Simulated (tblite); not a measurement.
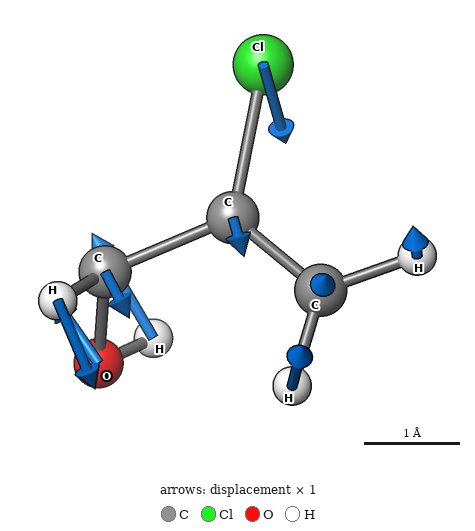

This is a relaxation of C$_{3}$H$_{4}$ClO (multiplicity 2). The starting structure is drawn; blue arrows show the displacements, at their true length. The two geometries are superimposed by the best rigid fit.

A ball-and-stick model, seen at a tilt.

Method: GFN2-xTB geometry optimisation, gas phase in tblite 0.8.0. 

What did the optimiser do to the structure, and how much energy did it gain?

An H atom moves most after the best rigid fit: 1.29 Å. By element the largest moves are H 1.29 Å, Cl 1.15 Å, O 0.86 Å, C 0.57 Å. Among the contacts that change: C–C 1.473 → 1.384 Å, C–O 1.386 → 1.340 Å, C–H 1.117 → 1.077 Å, H–O 1.009 → 0.974 Å. Among the angles between lasting bonds that change: C–C–O 113.9° → 124.6°, C–C–C 117.8° → 126.5°, C–C–H 113.8° → 121.1°. Over 61 geometry steps the energy falls by 113.8 kJ/mol.
